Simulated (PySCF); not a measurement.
**TaO₃⁻: singlet, from a trigonal planar start**

Aim: relax TaO₃⁻ as a singlet from a hand-made trigonal planar geometry, check by its vibrations whether the end is a minimum, and collect its spectrum and constants.

Method: PBE, basis Ta def2-SVPD with ECP60, O def2-SVPD, scalar-relativistic core potentials, no spin–orbit coupling, density fitting; program: PySCF 2.14.0.

### 1 The system as given

4 atoms, charge -1, spin multiplicity 1.

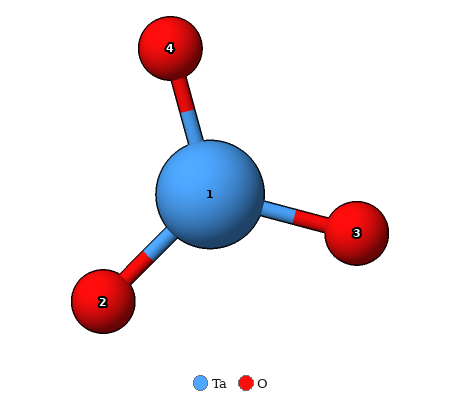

As it starts; tantalum blue, oxygen red; atoms are numbered from 1 in the order of the file.

Z-matrix (Å, degrees; charge -1 multiplicity 1):
```
Ta
O  1 1.8300
O  1 1.8300 2 120.00
O  1 1.8300 2 120.00 3 180.00
```

### 2 Relaxation: trigonal planar start, singlet

One driver script runs all steps and calls PySCF; scf.py shows how it sets up the SCF of each step. The optimiser is the driver's own. Before each start the driver seeks the lowest SCF state from one or more starting densities and follows internal instabilities, so scf.py alone need not reach the same state.

The program finds D3h symmetry in the start, which this walk keeps. The walk stops when the largest gradient is under 0.0003 Eh/bohr and the energy has settled too.

Contents of scf.py:

```python
from pyscf import gto, scf, dft
mol = gto.M(atom='''
Ta    -0.000000     0.000000    -0.000000
O      1.829985     0.000013    -0.000000
O     -0.915004     1.584807    -0.000000
O     -0.914981    -1.584820     0.000000''',
    basis={'Ta': 'def2-SVPD', 'O': 'def2-SVPD'},
    ecp={'Ta': 'def2-SVPD'},
    charge=-1, spin=0)
mf = dft.RKS(mol, xc='PBE')
mf.grids.atom_grid = (50, 194)
aux = {'Ta': 'def2-universal-JKFIT', 'O': 'def2-universal-JKFIT'}
mf = mf.density_fit(auxbasis=aux)
mf.kernel()
```

After this run come: Frequencies; Leaving the saddle point; Frequencies.

Q: Predict the outcome of this session. Wanted: minimum; geometry; wavenumbers; dipole moment; highest occupied, lowest empty level; polar-tensor charge of Ta1; zero-point energy.

As calculated:

```
                            quantity                                  value
                             minimum                           singlet, C3v
                            geometry  Ta–O 1.816 Å (×3); O–Ta–O 108.9° (×3)
                  wavenumbers (cm⁻¹)   213 (a1), 291 (e), 779 (e), 867 (a1)
      dipole moment (centre of mass)                                 6.66 D
highest occupied, lowest empty level                         -0.72, 0.56 eV
          polar-tensor charge of Ta1                                +1.57 e
                   zero-point energy                            19.3 kJ/mol
                 entropy at 298.15 K                        296.7 J/(mol K)
```

What this shows: From D3h at the start the molecule goes to a C3v minimum, after a first stop at a saddle point 35.1 kJ/mol higher, from which it was pushed off along an imaginary mode. In the infrared the band at 779 cm⁻¹ (e, stretch) leads. Other starts or spin states, not run here, may lie lower. With an element this heavy the missing spin–orbit coupling can shift these numbers.
